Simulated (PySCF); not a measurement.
GaI3, SMILES `I[Ga](I)I`.

Method: ωB97X/def2-TZVP; geometry: GFN2-xTB; program: PySCF. Core potentials replace the inner electrons of I; spin–orbit coupling isn't included. No frequency check shows the geometry to be a minimum. A basis without diffuse functions makes polarisabilities too small. GFN2-xTB bond lengths at metals and heavier atoms can be off by up to 0.1 Å and shapes distorted, which carries into these values.

Coordinates in Å:

```
I1       1.2889   -2.1513    0.0000
Ga2     -0.0007    0.0000    0.0000
I3       1.2189    2.1917    0.0000
I4      -2.5074   -0.0404    0.0000
```

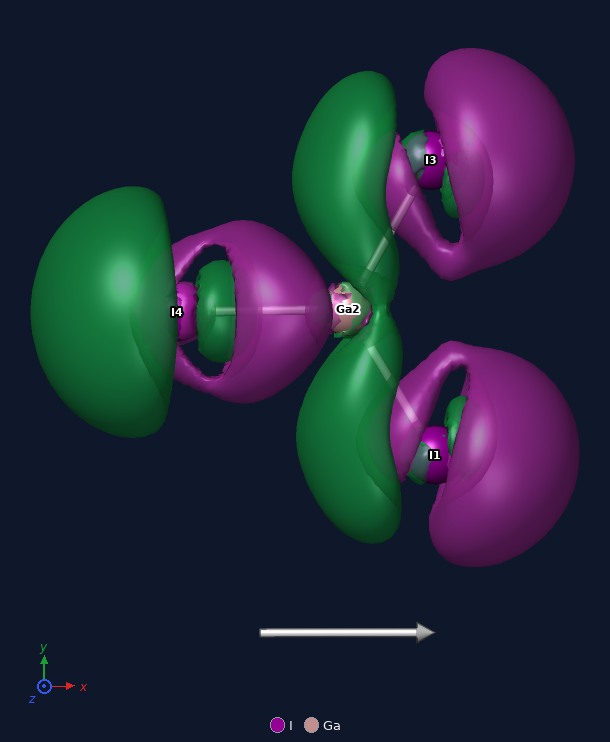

Change of the electron density in a uniform field of 0.21 V/Å along +x (arrow), surfaces at ±0.001 e/Å³ (green: gain, purple: loss).

How large is the response?

Answer. The induced dipole is 1.56 D (along the field); α along this axis, from the fields in both directions, is 153 bohr³ (22.7 Å³).

Which atoms gain and lose the most charge?

Answer. Electrons gather most on I4 (Hirshfeld charge changes by −0.046 e) and leave I1 and I3 alike most (+0.024 e); 0.100 electrons are displaced in all.
